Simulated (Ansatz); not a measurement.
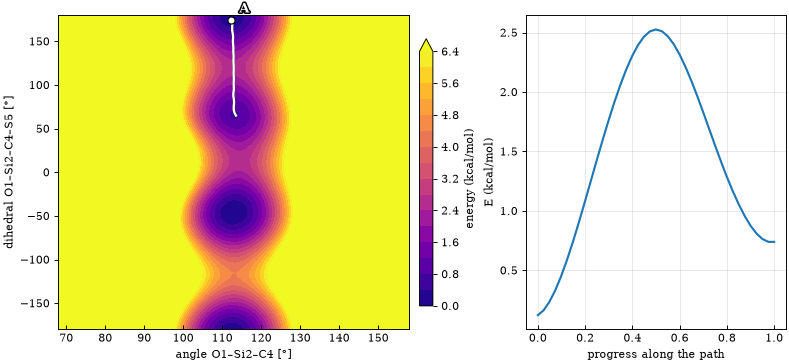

CH5FOSSi, SMILES O[SiH](F)CS. 
- First axis: angle O1–Si2–C4. Second axis: dihedral O1–Si2–C4–S5.
- Nothing is relaxed (all other coordinates rigid).
- The scan uses a 13 × 12 grid.
- Points are written as (first, second).
- Energies are in kcal/mol, from the relaxed molecule at the same level.
- All numbers below come from Ansatz 0.2.0, RHF/def2-TZVP.

The picture shows filled contours, a line along the lowest path, one colour for all values above the top of the scale, the energy along the path at the right, the start A. Between grid points the surface is interpolated.

Q: Describe the path and its barrier.

A: The easiest path leads from the well at (112.9°, −180°) to the well at (112.9°, 60°), about 0.62 kcal/mol higher (on a rigid scan; wells that are mirror images or exchange like atoms can differ by this much). Its highest point lies about 2.4 kcal/mol above the bottom of the first well on the interpolated surface, at (112.9°, 120°). Seen from the upper well the barrier is about 1.8 kcal/mol. The start is the relaxed structure and all else is held, so a fully relaxed path at this level can only be lower.
